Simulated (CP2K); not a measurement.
Consider propionitrile at its PBE geometry (Å).

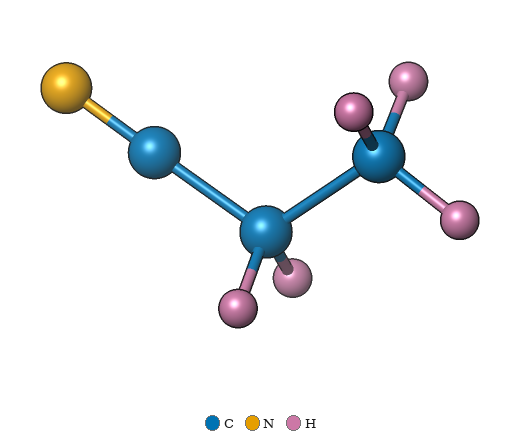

The molecule (carbon blue, nitrogen orange, hydrogen pink).

```xyz
9

C    -0.9794    0.3205    0.0067
C     0.3320   -0.3956   -0.3575
C     1.4376   -0.0376    0.5292
N     2.3087    0.2618    1.2417
H    -1.7743    0.0179   -0.6862
H    -1.2946    0.0667    1.0259
H    -0.8622    1.4091   -0.0539
H     0.2001   -1.4875   -0.3174
H     0.6321   -0.1553   -1.3885
```

Method: CP2K XAS_TDP, all-electron GAPW, PBEh(45%), aug-cc-pVDZ, TDA, GW2X-corrected core level, no relativity.

**Question.** Where do the C K-edge lines lie, and how strong are they?

Leading lines: C1 291.19 eV, C2 291.01 eV and C3 289.24 eV. The leading line of an atom is its first one with 35 % of the strongest within 2.5 eV of its lowest line over the strength cut. Core ionisation energies at this level: C2 293.72, C3 293.84 and C1 292.86 eV.

The first six lines of each atom with a strength over 0.0015:

```csv
atom,energy (eV),states,"strength, one atom",above the computed threshold
C1 (bonded to C and 3 H),290.38,1,0.0035,
,291.19,1,0.0232,
,291.33,2,0.0307,
,291.79,1,0.0032,
,291.85,1,0.0153,
,292.75,1,0.0022,
C2 (bonded to 2 C and 2 H),291.01,1,0.0080,
,291.39,1,0.0146,
,292.48,1,0.0084,
,292.51,1,0.0104,
,292.91,1,0.0038,
,293.21,1,0.0192,
C3 (bonded to C and N),289.24,1,0.0542,
,289.28,1,0.0551,
,292.83,1,0.0017,
,293.85,1,0.0032,yes
,294.00,1,0.0016,yes
,294.37,1,0.0036,yes
```

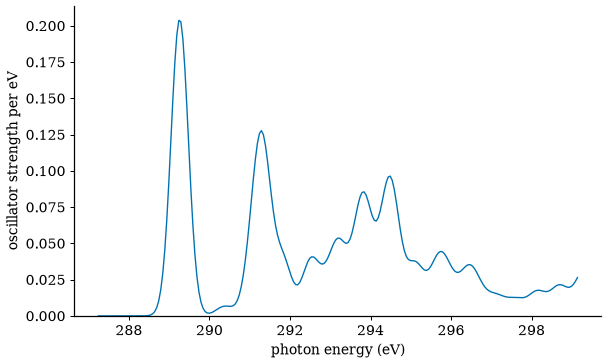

All atoms added, broadened by 0.5 eV.

Lines are vertical, at one geometry, with no vibrational structure. GW2X ionisation energies and lines can be off by 1 to 2 eV either way, and a good line position may hide errors that cancel. These values hold no scalar relativity, about 0.1 eV for C 1s. Rydberg lines, and the discretised continuum above threshold, depend on the basis and the box.

[Banner, clock and machine lines of the logs are left out without a mark of their own.]

[Logs are printed without paths, hosts, clocks, repeated set-up lines and the standing remarks that a program may print on its own settings, such as how far it seeks lower states.]

[Hosts, paths, dates, database ids (printed as entryN), source tags and the programs' standing remarks are cut or masked in the printed files.]
